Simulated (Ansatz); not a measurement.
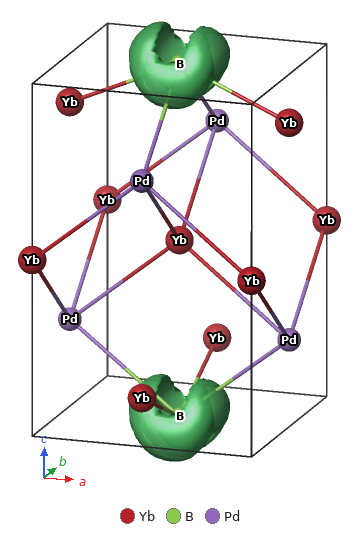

*Yb₄BPd₂. Isosurface of the ELF at 0.75 (green), seen slightly off an axis. Core shells and regions of very low density are left out. Sticks mark near contacts.*

Space group P-4m2; a structure generated by program, which may or may not match a known phase; computed without spin polarisation; no Hubbard U on the f states and no spin–orbit coupling.

These are results of Ansatz, DFT PBE, scalar-relativistic, plane waves, PAW, not measurements.

Q: What do the ELF domains correspond to?

A: The ELF exceeds this value in one region wrapped around B (its valence shell), counted in one cell of 7 atoms. Regions shared between cells count once. Along the contacts the grid gives the following. Yb–B (2.53 Å): the ELF peaks at about 0.75 in the valence shell of B, 0.8 Å from its nucleus, and is about 0.15 at the midpoint. Yb–Pd (2.82 Å): the ELF is about 0.15 at the midpoint (no shared electron pair shows on this line).
